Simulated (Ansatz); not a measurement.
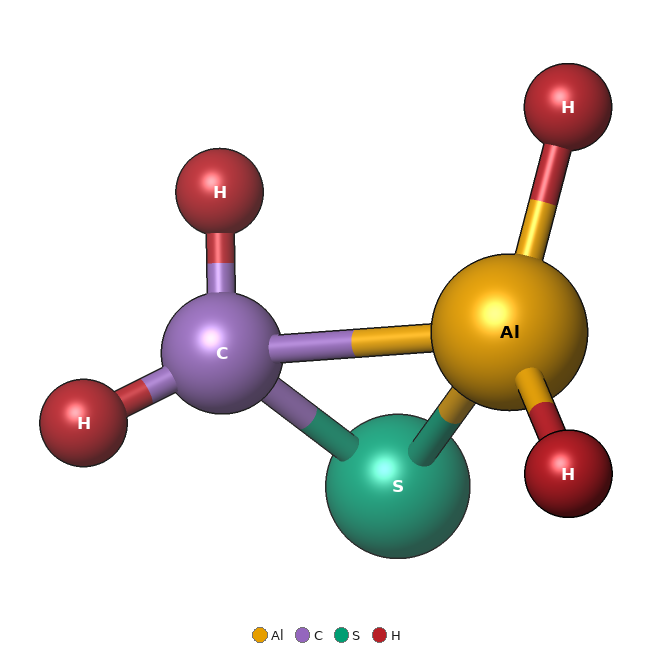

Every bond is drawn as one stick, whatever its order.

Charge 0, doublet.

What does the picture show?

Formula CH₄AlS. The point group is C1. It is an open-shell species.

The parts below concern this one geometry. Atoms keep their numbers from picture to picture. The geometry was computed by an optimisation with PBE0-D4/def2-TZVP. No frequency run is at hand to confirm it as a minimum.

**Electronic properties**

No frequency run is at hand to confirm it as a minimum. Properties computed with UKS B3LYP-D4/def2-TZVPP (Ansatz 0.2.0).

Predict the main results.

- ⟨S²⟩ of the determinant: 0.755
- dispersion correction: −21.3 kJ/mol

**Dipole moment**

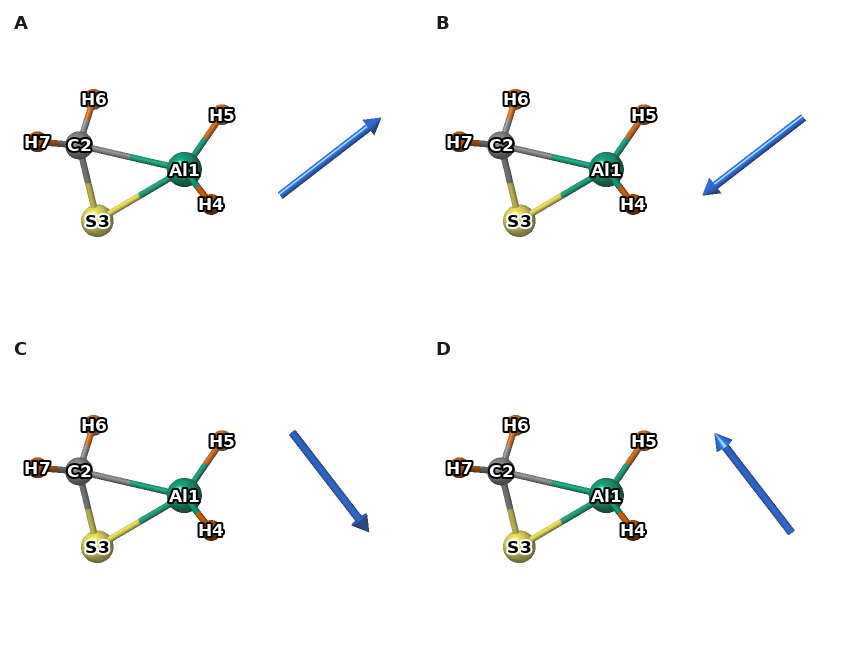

The same molecule four times, each with an arrow. No frequency run is at hand to confirm it as a minimum. Level of theory: UKS PBE0-D4/def2-TZVP (Ansatz 0.2.0).

Question: Which arrow points along the dipole moment, from the negative to the positive end?

Answer: D. The dipole moment is 1.20 D; it points from the side of H4 to the side of H7 (the outermost atoms at the two ends).

**Charges**

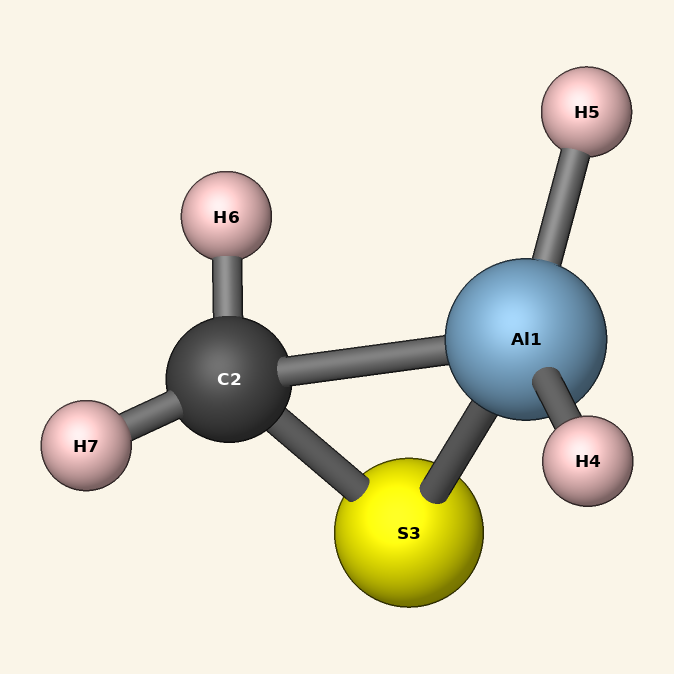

The questions are on Mulliken charges. No frequency run is at hand to confirm it as a minimum. Method: UKS PBE0-D4/def2-TZVP (Ansatz 0.2.0).

Question: Which atom carries the highest charge (most positive or least negative)?

Answer: Al1 (0.31 e).

Question: And the lowest?

Answer: C2 (−0.32 e).

List the Mulliken charges.

```json
{"atom": "Al1", "value (e)": "0.31"}
{"atom": "C2", "value (e)": "−0.32"}
{"atom": "S3", "value (e)": "−0.13"}
{"atom": "H4", "value (e)": "−0.10"}
{"atom": "H5", "value (e)": "−0.10"}
{"atom": "H6", "value (e)": "0.18"}
{"atom": "H7", "value (e)": "0.16"}
```

Mulliken values depend strongly on the basis set and can even reverse the polarity of a bond.
